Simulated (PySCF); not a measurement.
```xyz
9

Al   -1.2715    0.6965    1.5261
Cl   -2.6277    1.4357    2.9401
Se    0.5928    2.0093    1.2439
Al    1.7581    1.0847   -0.5067
Cl    3.5080    2.1490   -0.9389
Se    1.4037   -0.7294   -1.8707
Al   -0.4435   -1.8051   -1.0258
Cl   -0.8408   -3.5956   -2.0358
Se   -1.9463   -1.3146    0.6422
```

Geometry: PBE0-D3(BJ)/def2-SVP.

These are results of CAM-B3LYP/def2-SVPD, SCF density, gas phase in PySCF, not measurements.

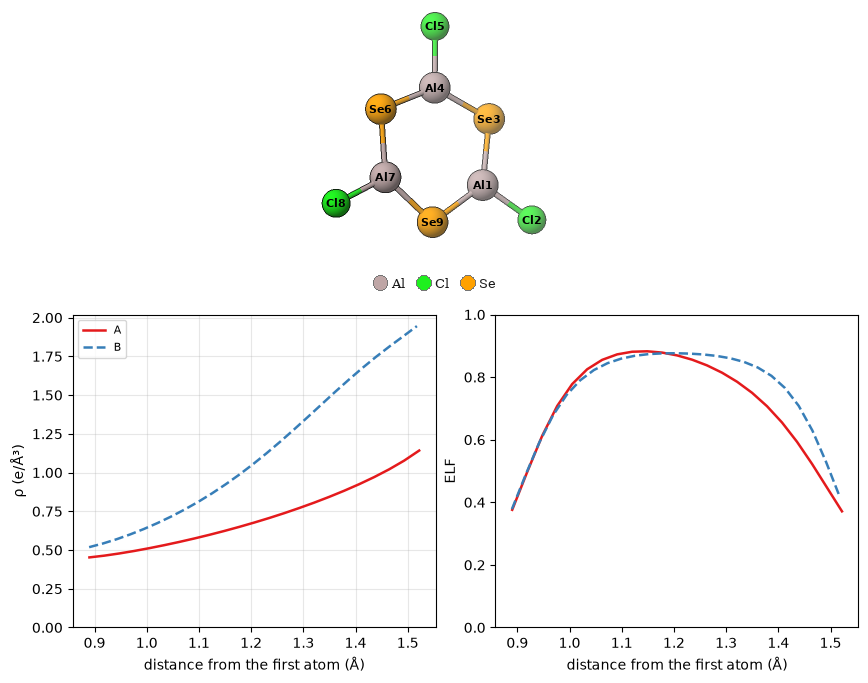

Al3Cl3Se3. Electron density and ELF along straight lines between neighbouring atoms. The curves leave out the atomic cores. The structure is drawn too.

Q: Which curve belongs to which contact (Al–Cl and Al–Se)? The first atom named is at distance zero.

A: Curve A: Al–Se (2.30 Å): ρ at the midpoint is about 0.62 e/Å³; the ELF peaks at about 0.90 in the valence shell of Se, 1.1 Å from its nucleus, and is about 0.90 at the midpoint. Curve B: Al–Cl (2.09 Å): ρ is about 0.72 e/Å³ halfway; the ELF peaks at about 0.90 in the valence shell of Cl, 0.9 Å from its nucleus, and is about 0.80 at the midpoint.
